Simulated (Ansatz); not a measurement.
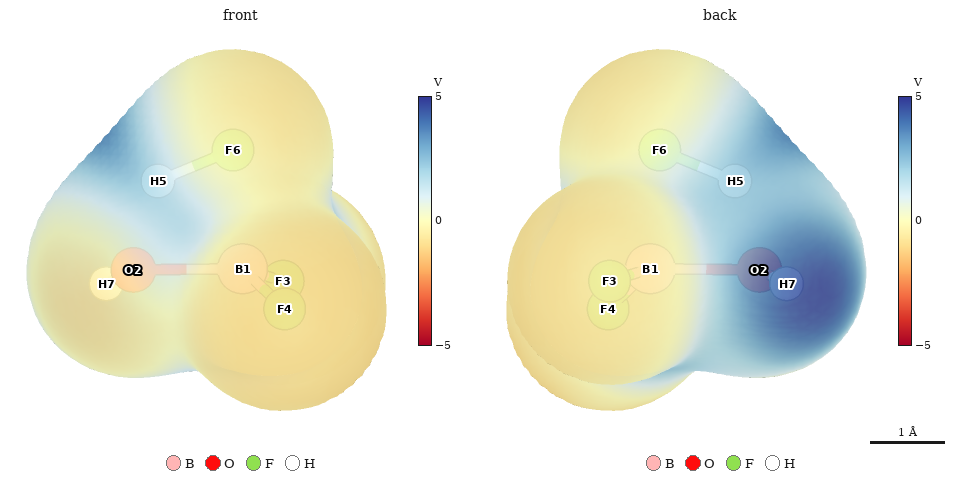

*BF2HO···HF. The molecular electrostatic potential painted on the density surface at 0.004 e/bohr³, seen from the front and from behind; red is negative and blue positive.*

A transition-state structure; geometry: PBE0-D4/def2-TZVP.

The calculation used RKS PBE0-D4/def2-TZVPP (Ansatz).

```
atom    x (Å)    y (Å)    z (Å)
   B  -0.2967  -0.4827   0.0894
   O  -0.2053   1.0061   0.1209
   F  -0.6082  -1.0023  -1.1000
   F  -0.7921  -1.0399   1.1844
   H   0.9939   0.5842   0.1894
   F   1.3505  -0.4720   0.2376
   H  -0.4422   1.4066  -0.7217
```

### Which sites attract a positive test charge, and which a negative one?

A positive charge is drawn to the negative regions and a negative charge to the positive ones. The most negative region (about −1.0 V) lies over F4, the most positive (about +4.6 V) over H7.
